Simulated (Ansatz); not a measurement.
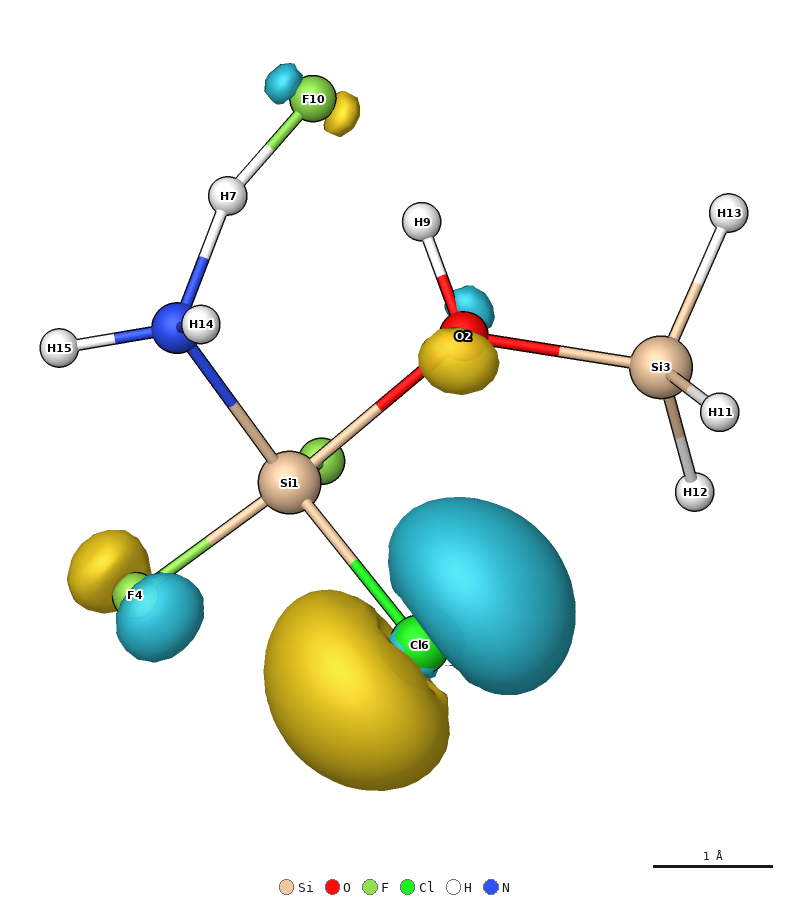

The picture shows: ClF₃H₇NOSi₂. The HOMO at ±0.2 Å⁻³ᐟ² (yellow and cyan are the two phases), seen across its widest extent.

A transition-state structure; geometry: PBE0-D4/def2-TZVP.

The calculation used RKS PBE0-D4/def2-TZVPP (Ansatz).

Input

```
crystal:
  periodic: [false, false, false]
  atoms:
    - {symbol: Si, position_ang: [-0.391115, -0.115145, 1.243008]}
    - {symbol: O, position_ang: [0.125607, -0.270925, -0.617839]}
    - {symbol: Si, position_ang: [0.502571, -1.640510, -1.527288]}
    - {symbol: F, position_ang: [-0.794588, 0.134790, 2.793442]}
    - {symbol: F, position_ang: [-1.838391, -0.575796, 0.771856]}
    - {symbol: Cl, position_ang: [1.058382, -1.524848, 1.651212]}
    - {symbol: H, position_ang: [-0.377928, 1.948268, -0.174825]}
    - {symbol: N, position_ang: [0.034849, 1.622431, 0.982021]}
    - {symbol: H, position_ang: [-0.225499, 0.573901, -1.121022]}
    - {symbol: F, position_ang: [-0.623154, 1.891287, -1.297491]}
    - {symbol: H, position_ang: [1.953622, -1.907136, -1.434472]}
    - {symbol: H, position_ang: [-0.288434, -2.786024, -1.033605]}
    - {symbol: H, position_ang: [0.128170, -1.287515, -2.916284]}
    - {symbol: H, position_ang: [1.041730, 1.749550, 0.929677]}
    - {symbol: H, position_ang: [-0.305622, 2.187770, 1.751709]}
basis:
  gaussian: {orbitals: def2-TZVPP}
hamiltonian: {xc: pbe0, dispersion: d4}
output: {orbitals: {seedname: orbitals}}
```

Run with:

```sh
ansatz run in.yaml --threads 4 --pin off --events-out ev --progress --plain --max-ram 66560MiB --backend cuda --devices 0, --max-vram 37GiB
```

Question: Where does this orbital lie, and at what energy?

Answer: It lies mainly on Cl6 (about 75 %) and F4 (about 5 %); largely a lone pair of Cl6. Its energy is −9.33 eV.
